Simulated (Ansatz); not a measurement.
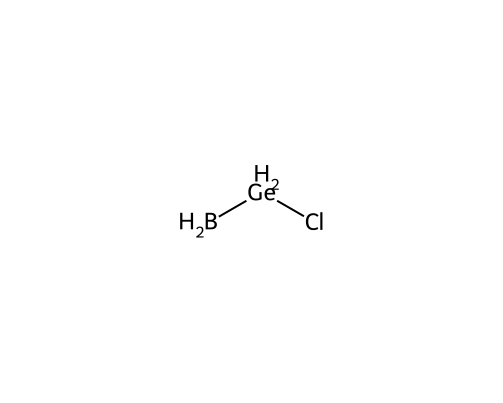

A structural formula.

Transcribe the drawing into SMILES.

[BH2][GeH2][Cl]

Give the formula, hydrogens included.

BClGeH4.

An optimisation with PBE0-D4/def2-TZVP gave a structure of which point group?

Cs.

More results for the same structure follow; atom numbers are the same in all pictures, views and colours differ. The computed structure is the end point of a PBE0-D4/def2-TZVP optimisation.

### Geometry

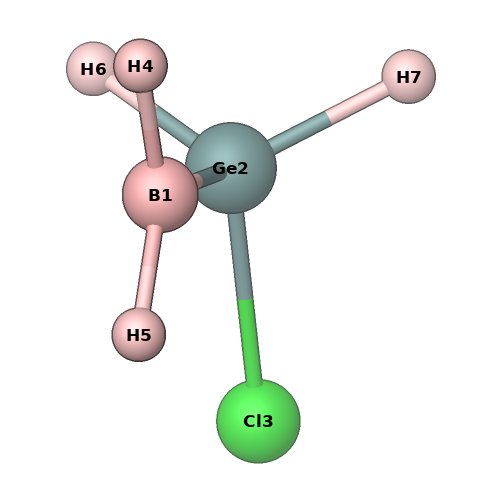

Ge2 lies behind B1. The molecule seen a little off the B1–Ge2 bond, B1 in front. Atoms fade into the background with distance from the viewer.

What is the torsion angle H4–B1–Ge2–Cl3? The sign is positive where the front bond must turn clockwise to cover the back bond.

180°, antiperiplanar (anti).

### Dipole moment

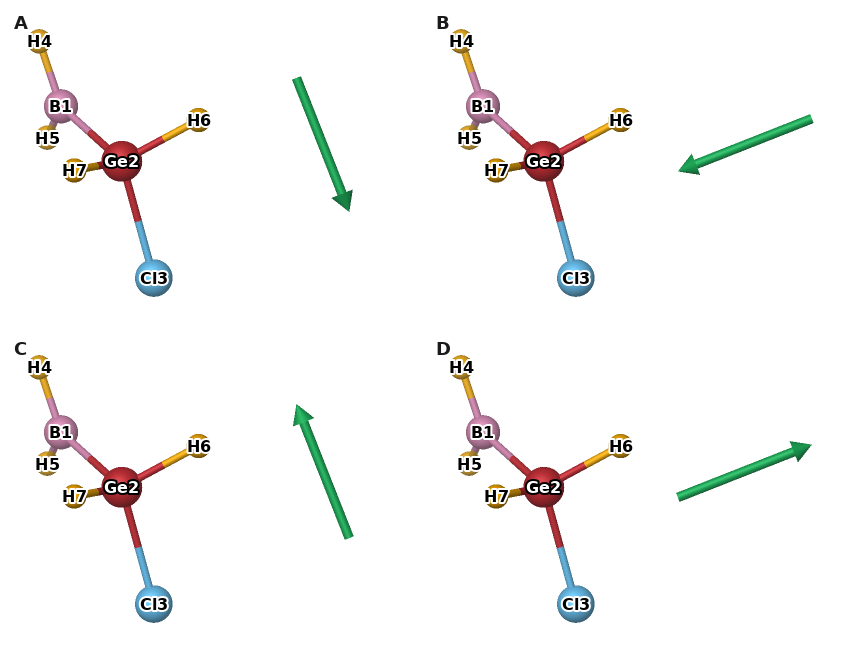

The same molecule four times, each with an arrow. Level of theory: RKS B3LYP-D4/def2-TZVPP (Ansatz 0.2.0).

Which arrow points along the dipole moment, from the negative to the positive end?

C. The dipole moment is 2.37 D; it points from the side of Cl3 to the side of H4 (the outermost atoms at the two ends).

### Charges

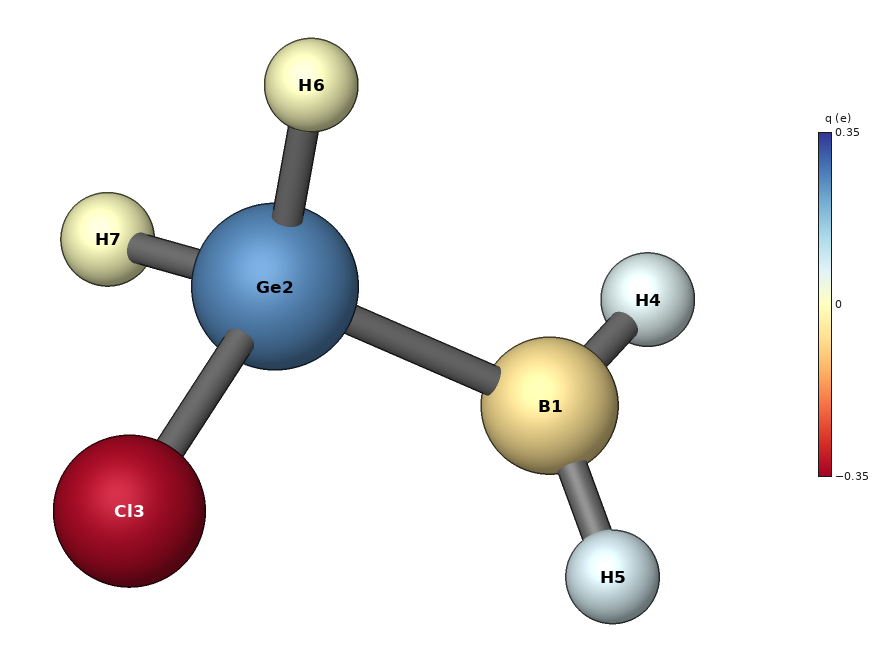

Atoms are coloured by their Mulliken charges. Method: RKS B3LYP-D4/def2-TZVPP (Ansatz 0.2.0).

List the Mulliken charges.

```json
{"atom": "B1", "value (e)": "−0.06"}
{"atom": "Ge2", "value (e)": "0.25"}
{"atom": "Cl3", "value (e)": "−0.33"}
{"atom": "H4", "value (e)": "0.06"}
{"atom": "H5", "value (e)": "0.08"}
{"atom": "H6", "value (e)": "0.00"}
{"atom": "H7", "value (e)": "0.00"}
```

### Thermal motion

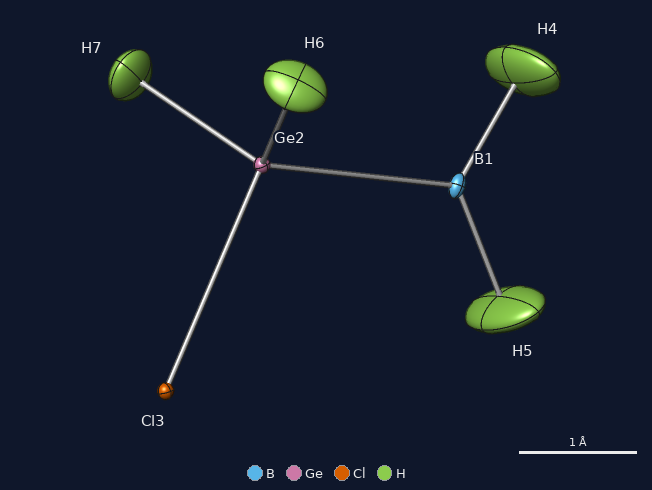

Displacement ellipsoids at the 50 % level, from the internal vibrations of the free molecule (harmonic, no overall translation or rotation; no half-axis is drawn under 0.075 Å). Vibrations computed with RKS PBE0-D4/def2-TZVP (Ansatz 0.2.0). Temperature: 100 K.

Give the displacement parameters, one line for each set of equivalent atoms.

| atom | U_eq (Å²) | rms amplitudes (Å) |
| --- | --- | --- |
| B1 | 0.0027 | 0.024, 0.046, 0.074 |
| Ge2 | 0.00023 | 0.008, 0.013, 0.021 |
| Cl3 | 0.00060 | 0.009, 0.025, 0.033 |
| H4 | 0.0475 | 0.100, 0.176, 0.318 |
| H5 | 0.0492 | 0.093, 0.188, 0.322 |
| H6, H7 | 0.0220 | 0.089, 0.154, 0.186 |

Mulliken values depend strongly on the basis set and can even reverse the polarity of a bond.
